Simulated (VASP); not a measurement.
Shape and ions are relaxed at each volume.

Energy against volume of Tc (hcp). Level of theory: LDA (Ceperley-Alder, Perdew-Zunger), VASP's LDA PAW potentials (set 64) (plane waves; VASP).

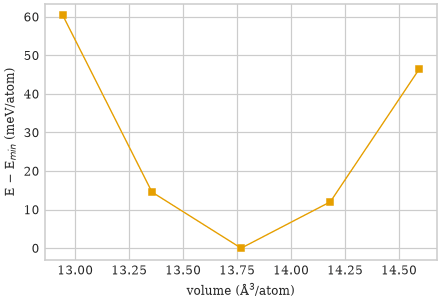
Figure: Energy against volume

Q: Estimate the equilibrium volume and the bulk modulus.

A: The minimum lies near 13.8 Å³/atom, and the curvature gives B0 of about 340 GPa.

Measured: bulk modulus 303 GPa at 0 K (computed value off by +12.6 %), as given by Vázquez-Parga, Fernández-Martínez, Viñes, J. Chem. Theory Comput. (2023), doi:10.1021/acs.jctc.3c00612, Supporting … [zero-point energy and finite temperature contributions removed].

The compound is Tc in the hcp structure. It was relaxed first.
